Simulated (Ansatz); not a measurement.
## Electronic structure of CH$_{5}$BSe (SMILES B[Se]C) in real space

Input file:

```
crystal:
  periodic: [false, false, false]
  atoms:
    - {symbol: B, position_ang: [-1.140421, 0.539646, -1.085836]}
    - {symbol: Se, position_ang: [-0.312125, -1.066096, -0.551015]}
    - {symbol: C, position_ang: [0.919597, -0.467013, 0.837947]}
    - {symbol: H, position_ang: [-0.842474, 1.574581, -0.573216]}
    - {symbol: H, position_ang: [-1.958395, 0.449120, -1.947559]}
    - {symbol: H, position_ang: [0.826328, 0.610684, 0.949508]}
    - {symbol: H, position_ang: [1.933812, -0.730605, 0.543727]}
    - {symbol: H, position_ang: [0.665877, -0.967419, 1.770643]}
basis:
  gaussian: {orbitals: def2-TZVPP}
hamiltonian: {xc: pbe0, dispersion: d4}
output: {orbitals: {seedname: orbitals}}
```

Launched as:

```sh
ansatz run in.yaml --threads 2 --pin off --events-out ev --progress --plain --max-ram 32768MiB --backend cpu
```

Geometry: PBE0-D4/def2-TZVP.

Level of theory: RKS PBE0-D4/def2-TZVPP (Ansatz 0.2.0).

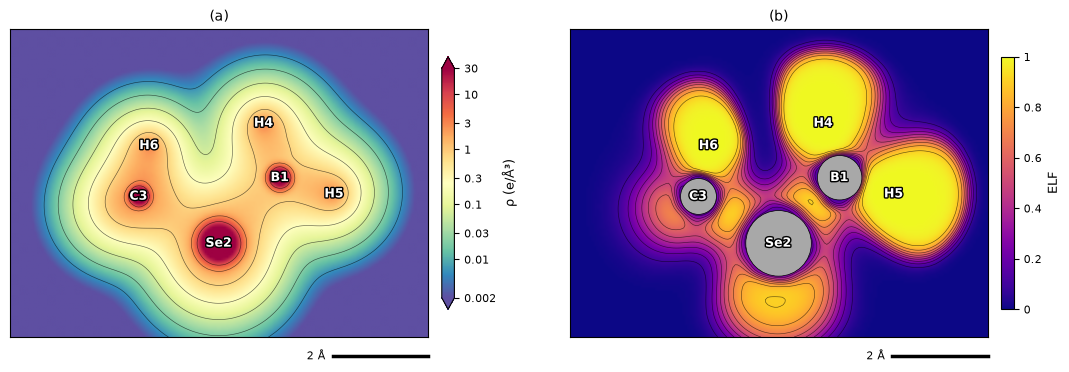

Figure 1. (a) total electron density; (b) electron localisation function on the plane of atoms Se2, B1 and H5. Grey discs cover the atomic cores in the ELF map.

**Read the bonding off the picture.**

- The plane passes through B, Se, C and H nuclei.
- B–Se (1.88 Å): the density is about 1.1 e/Å³ at the midpoint; the ELF peaks at about 0.90 between the atoms (a covalent bond).
- C–Se (1.95 Å): the density is about 1 e/Å³ at the midpoint; the ELF peaks at about 0.90 between the atoms (a shared electron pair).
- C–H (1.09 Å): the density is about 2 e/Å³ at the midpoint; the ELF climbs to about 1 towards the hydrogen, as it does in any bond to H: a covalent bond by its length.
- B–H (1.19 Å): ρ is about 1.3 e/Å³ halfway; the ELF climbs to about 1 towards the hydrogen: a covalent bond by its length.
- The ELF also peaks beside Se2, away from the bonds: lone-pair regions.

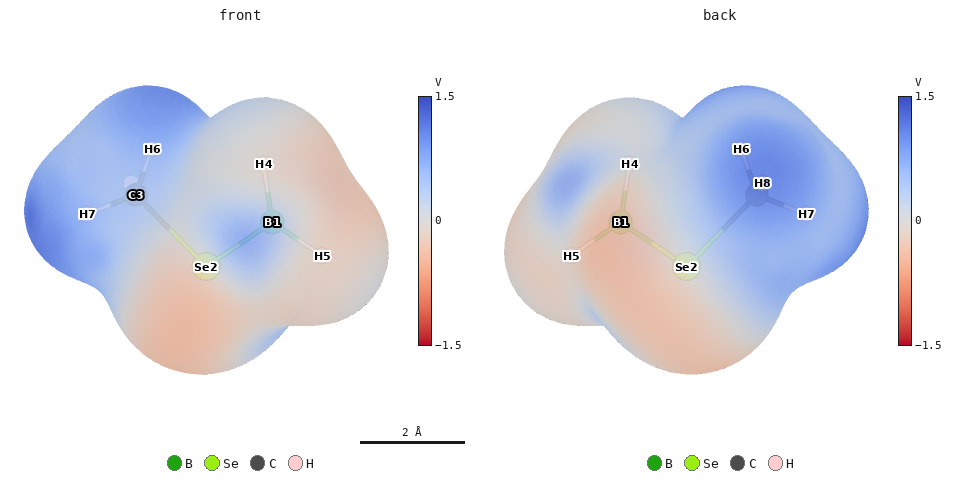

Figure 2. The molecular electrostatic potential painted on the density surface at 0.002 e/bohr³, seen from the front and from behind; red is negative and blue positive.

**Where is the surface potential most negative and most positive?**

The most negative region (about −0.4 V, or −9 kcal/mol for a unit charge) lies over Se2, the most positive (about +1.1 V, or +25 kcal/mol for a unit charge) over H7 and H8.

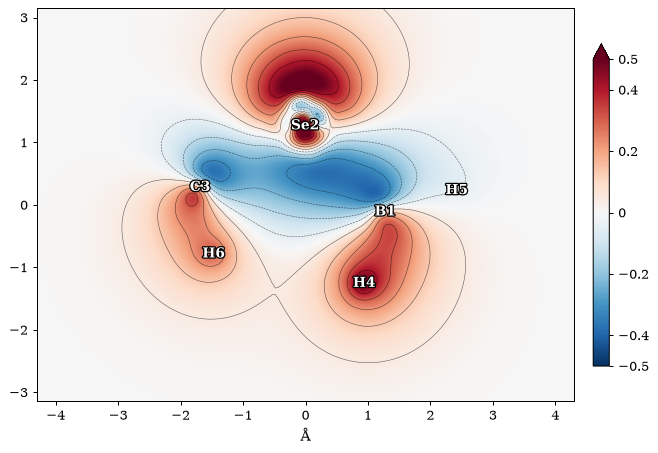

Figure 3. The HOMO−1 on the plane of atoms H4, B1 and H5 (values in Å⁻³ᐟ²; the overall sign is arbitrary).

**What is the character of this orbital?**

It lies mainly on Se2 (about 60 %), B1 (about 15 %), H4 (about 10 %) and C3 (about 10 %). Its energy is −8.44 eV.
